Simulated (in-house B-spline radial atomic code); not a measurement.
**La⁷⁺: many-body perturbation calculation**

System: La⁷⁺, core [Kr] 4d10 5s2.
Method: configuration interaction of two valence electrons with many-body perturbation theory for the core (screened one- and two-electron correlation potentials), Breit and QED, no-pair Dirac, B-spline basis (in-house B-spline radial atomic code).

### Input
```
basis_form = 3
Z = 57
core_configuration = [Kr] 4d10 5s2
rms_radius = 4.855
mass_number = 139
speed_of_light = 137.035999084
box_radius = 10.0
lmax = 6
intervals = 62
virtual_cutoff = 6498.0
```

Hardware: 1 CPU thread, shared host.

Launched within a batch (the task file carries these settings):
```bash
python <driver script> task.json out
```

The program writes its results to a structured record and prints no log; tables and figures of this report are taken from that record.

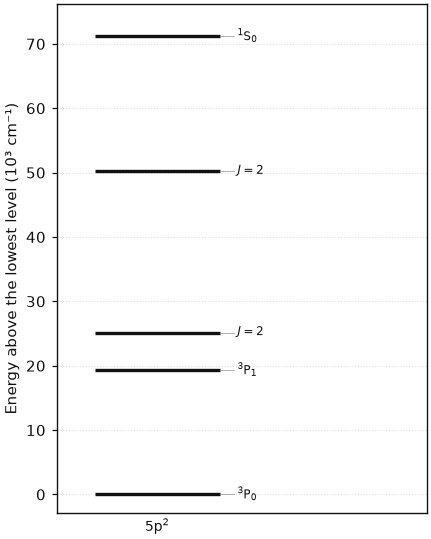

*Levels of La VIII (La⁷⁺), two electrons outside the core [Kr] 4d¹⁰ 5s². CI+MBPT: configuration interaction in the frozen-core Dirac–Hartree–Fock potential with screened core-valence correlation, Breit and QED terms; computed with a B-spline radial code.*

The lowest level is 5p² ³P₀. The first excited level, 5p² ³P₁, lies at 19,300 cm⁻¹. All levels drawn have even parity, so no electric dipole line joins them. The ionisation energy is 106.0 eV, against 104.6 eV from CI without core-valence correlation and a tabulated theoretical value of 105.0 eV.

| Level | E (cm⁻¹) |
| --- | --- |
| 5p² ³P₀ | 0 |
| 5p² ³P₁ | 19,310 |
| 5p² J = 2 (even, mixed, level 3) | 25,160 |
| 5p² J = 2 (even, mixed, level 4) | 50,210 |
| 5p² ¹S₀ | 71,160 |

### Summary

- outcome: converged
- wall time: 3.7 min

### Remarks

To bear in mind: the outer s2 shell is a soft core here, levels are rough.
